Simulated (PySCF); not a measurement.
## Run report: P$_{2}$H$_{3}$ (charge −1), NMR shielding calculation

- system: P$_{2}$H$_{3}$, charge −1, SMILES [PH-]P
- method: GIAO PBE0/def2-TZVPP NMR shielding, non-relativistic, gas phase (PySCF 2.14.0)

The geometry comes from this level: GFN2-xTB. Figures and captions count atoms from 1; the log counts them from 0 in places.

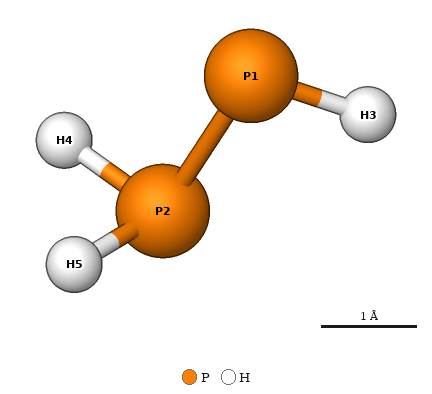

Figure 1. The structure (ball-and-stick view, seen at a tilt; atoms are numbered from 1 in the order of the input). Bond lengths as drawn: H–P 1.37 to 1.40 Å and P–P 2.09 Å.

**The input**
```
{"job": {"kind": "nmr", "xc": "PBE0", "basis": "def2-TZVPP", "pop": true}, "charge": -1, "multiplicity": 1}
P      1.149953    -0.329190     0.666500
P     -0.505193     0.194077    -0.491270
H      1.967419    -0.196078    -0.424367
H     -1.161338     1.108674     0.341803
H     -1.442218    -0.774631    -0.109850
```

The first line tells a small driver script what to run in PySCF; the rest is the geometry in Å.

Run as:
```bash
OMP_NUM_THREADS=1 python <driver script> task.json out
```

**The program's output**
```
coarse grid: 5112 points
cycle   1  E = -684.2266586797  dE =  1.308e-02  |g| = 3.188e-01  |ddm| = 1.682e+00
cycle   2  E = -684.2285172463  dE = -1.859e-03  |g| = 3.580e-01  |ddm| = 1.247e+00
cycle   3  E = -684.2725942518  dE = -4.408e-02  |g| = 3.690e-02  |ddm| = 5.566e-01
cycle   4  E = -684.2728033550  dE = -2.091e-04  |g| = 1.542e-02  |ddm| = 4.737e-02
cycle   5  E = -684.2728678262  dE = -6.447e-05  |g| = 5.348e-03  |ddm| = 2.239e-02
cycle   6  E = -684.2728762602  dE = -8.434e-06  |g| = 1.176e-03  |ddm| = 6.177e-03
final grid: 39968 points
cycle   7  E = -684.2724402119  dE = -1.441e-05  |g| = 3.867e-03  |ddm| = 2.244e-02
cycle   8  E = -684.2724407756  dE = -5.637e-07  |g| = 2.843e-03  |ddm| = 6.835e-03
cycle   9  E = -684.2724423647  dE = -1.589e-06  |g| = 4.688e-04  |ddm| = 3.814e-03
cycle  10  E = -684.2724424323  dE = -6.754e-08  |g| = 5.518e-05  |ddm| = 5.719e-04
cycle  11  E = -684.2724424329  dE = -5.726e-10  |g| = 3.539e-05  |ddm| = 9.092e-05
cycle  12  E = -684.2724424332  dE = -3.673e-10  |g| = 4.887e-06  |ddm| = 3.785e-05
```

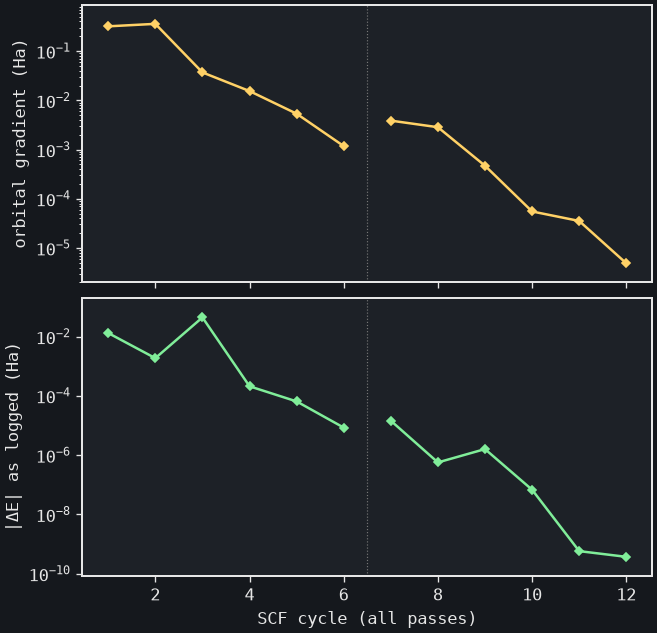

Figure 2. Convergence of the self-consistent field: orbital gradient and size of the energy change against the SCF cycle. The dotted line marks the change from a coarse to the final integration grid. The first 6 cycles use a coarse grid, the final grid takes over at cycle 7, and the field converges after 12 cycles in all.

```
converged SCF energy = -684.2724424332

GIAO shielding tensors (ppm)
atom      isotropic    diamagn.    paramagn.     s11        s22        s33       span
  0 P      679.547     968.186    -288.639    576.327    623.392    838.921    262.594
  1 P      497.745     965.642    -467.896    270.667    590.913    631.656    360.990
  2 H       33.477      33.382       0.095     25.749     32.630     42.053     16.304
  3 H       28.217      30.921      -2.705     20.759     27.569     36.321     15.562
  4 H       28.205      30.913      -2.708     20.727     27.541     36.348     15.621
```

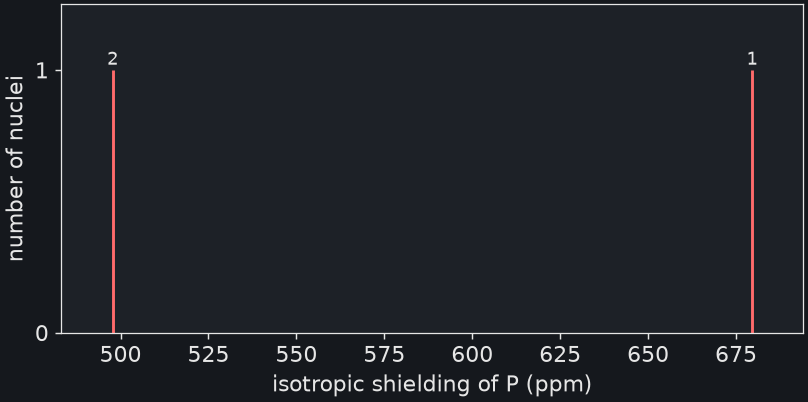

Figure 3. Isotropic shieldings of the phosphorus nuclei in this fixed geometry, labelled by atom number; shielding grows to the right, so chemical shift grows to the left. The least shielded is P2 (497.7 ppm), the most shielded P1 (679.5 ppm).

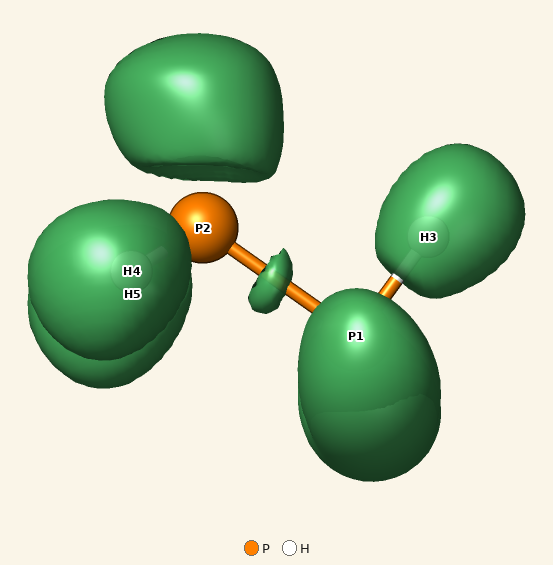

Figure 4. Isosurface of the ELF at 0.85 (green), seen from the side. Only the valence region is drawn (cores and ρ < 0.01 e/Å³ removed). Along the contacts the grid gives the following. P–H (1.37 Å): the ELF climbs to about 1 towards the hydrogen, as it does in any bond to H.

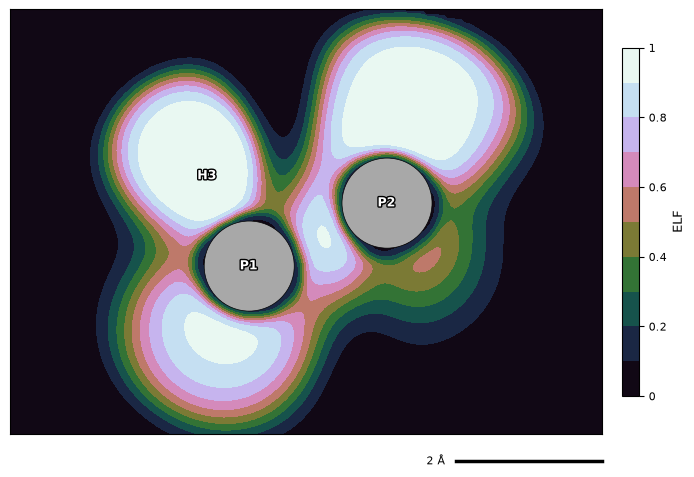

Figure 5. ELF on the plane of atoms P2, P1 and H3. Grey discs, where drawn, cover atomic cores. The plane passes through P and H nuclei. P–H (1.37 Å): the ELF climbs to about 1 towards the hydrogen.

**Summary**

```csv
quantity,value
outcome,converged
total energy,−684.272442 hartree
HOMO,0.49 eV
LUMO,5.77 eV
"isotropic shielding, P",497.7 to 679.5 ppm
"isotropic shielding, H",28.2 to 33.5 ppm
hardware,"1 CPU thread, shared host"
wall time,15 s
peak memory,0.43 GiB
```

Settings chosen away from the usual ones: PBE0/def2-TZVPP. The highest filled orbital lies above zero: either the extra electron isn't bound at this level, or the self-interaction error of the functional lifts the level.
